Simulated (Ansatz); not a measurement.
W2Br2F

```
W Br F
1.0
     5.17250    0.00000    0.00000
     0.00000    5.17250    0.00000
     0.00000    0.00000    7.13260
W Br F
4 4 2
Direct
  0.00000 0.00000 0.33857
  0.50000 0.50000 0.83857
  0.00000 0.00000 0.66143
  0.50000 0.50000 0.16143
  0.00000 0.50000 0.25000
  0.50000 0.00000 0.75000
  0.50000 0.00000 0.25000
  0.00000 0.50000 0.75000
  0.00000 0.00000 0.00000
  0.50000 0.50000 0.50000
```

Space group I4/mmm; a structure generated by program, which may or may not match a known phase; computed without spin polarisation.

These are results of Ansatz, DFT PBE, scalar-relativistic, plane waves, PAW, not measurements.

### Predict the valence pseudo-density and electron localisation function between the atoms.

W–W (2.30 Å): ρ at the midpoint is about 1.1 e/Å³; the ELF is about 0.50 at the midpoint.
W–F (2.41 Å): the density is about 0.34 e/Å³ at the midpoint; the ELF is about 0.15 at the midpoint: no shared electron pair shows on this line.
W–Br (2.66 Å): ρ at the midpoint is about 0.37 e/Å³; the ELF is about 0.35 at the midpoint.
Bader's partition of the density gives W +0.90, Br −0.50 and F −0.79 e.

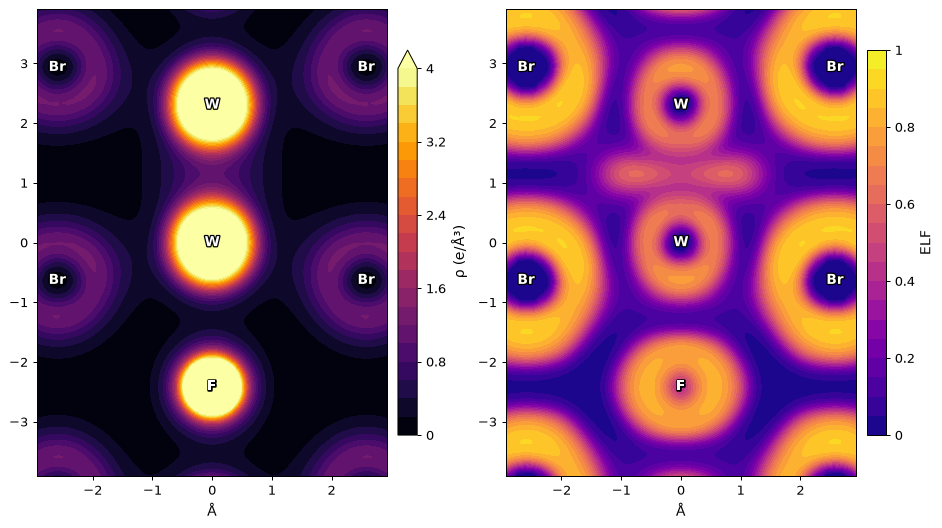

Computed valence pseudo-density and electron localisation function on the (010) plane of the conventional cell, in this order. 

The density is the valence pseudo-density of a PAW calculation; it isn't the true density close to the nuclei.
